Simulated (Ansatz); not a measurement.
```tsv
atom	x (Å)	y (Å)	z (Å)
B	-1.5150	0.5325	-0.9989
B	1.6444	-0.8884	0.7839
F	0.6377	-1.2563	1.5689
O	1.4153	-0.6079	-0.5178
Si	0.1198	-0.2954	-1.5319
H	-2.3412	0.7184	-1.8558
H	-1.6941	0.8516	0.1466
H	0.5580	-0.7389	-2.8772
H	2.7538	-0.8199	1.2416
```

Geometry: B3LYP-D3(BJ)/def2-SVP.

The calculation used isolated molecule in a Gaussian basis; Kohn-Sham density functional theory, functional PBE0 in Ansatz.

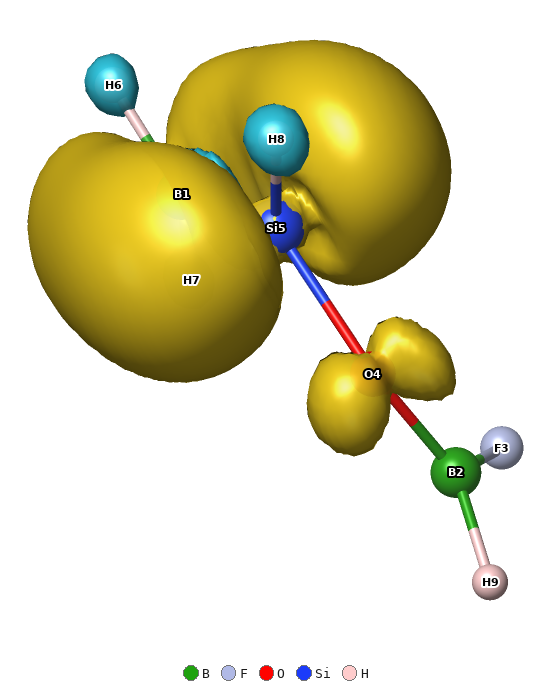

B$_{2}$FH$_{4}$OSi (doublet). Isosurfaces of the spin density at +0.015 (yellow) and −0.015 e/Å³ (cyan), seen at an oblique angle.

Q: Which atoms carry the spin?

A: The unpaired spin (1 electron) lies mostly on Si5 (about 0.6) and B1 (about 0.3), in electrons by Hirshfeld's partition.
